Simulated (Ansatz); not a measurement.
```xyz
8

Ti   -0.0238   -0.0910    0.0443
O    -0.1549   -0.1906    1.8863
H    -0.6758    0.3910    2.4676
F     1.5482    0.3638   -0.5890
F    -1.0254    1.3145   -0.2583
F    -0.8194   -1.3752   -0.8486
F     1.2384   -1.9493    1.0181
H     0.8455   -1.5393    1.7956
```

The calculation used RKS revPBE-D4/def2-SVP (Ansatz 0.2.0).

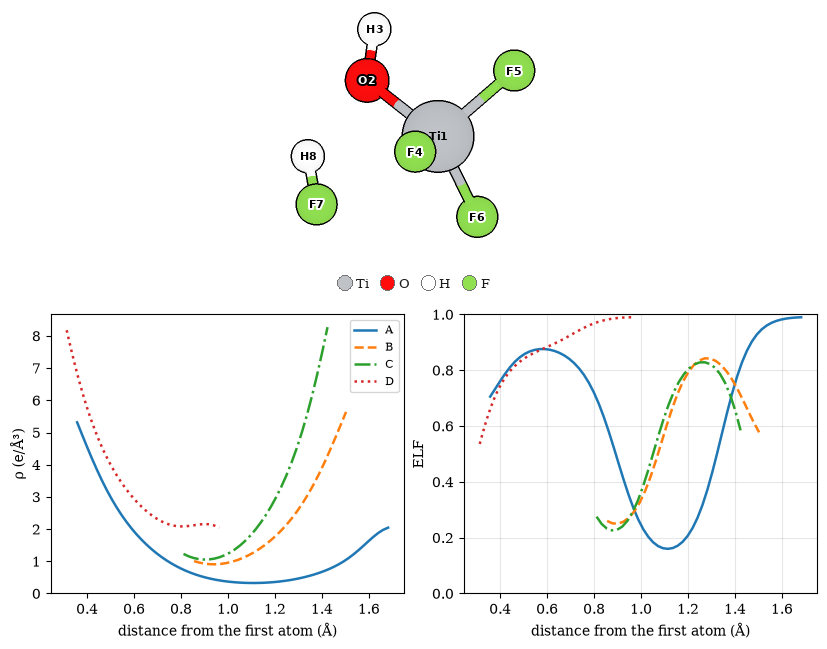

F3HOTi···HF. Electron density and ELF along straight lines between neighbouring atoms. The curves leave out the atomic cores. The structure is drawn too.

> Which curve belongs to which contact (F–H, O–H, Ti–F and Ti–O)? The first atom named is at distance zero.

Curve A: O2···H8 (1.68 Å): the density falls to about 0.33 e/Å³ on the way; the ELF dips to about 0.15 between them: a closed-shell contact with the geometry of a hydrogen bond. Curve B: Ti–O (1.85 Å): ρ is about 0.91 e/Å³ halfway; the ELF peaks at about 0.85 in the valence shell of O, 0.6 Å from its nucleus, and drops to about 0.25 between the two atoms. Curve C: Ti–F (1.75 Å): ρ at the midpoint is about 1.1 e/Å³; the ELF peaks at about 0.85 in the valence shell of F, 0.5 Å from its nucleus, and drops to about 0.25 between the two atoms. Curve D: F–H (0.96 Å): ρ is about 4.3 e/Å³ halfway; the ELF climbs to about 1 towards the hydrogen, as it does in any bond to H: an ordinary covalent bond to hydrogen.
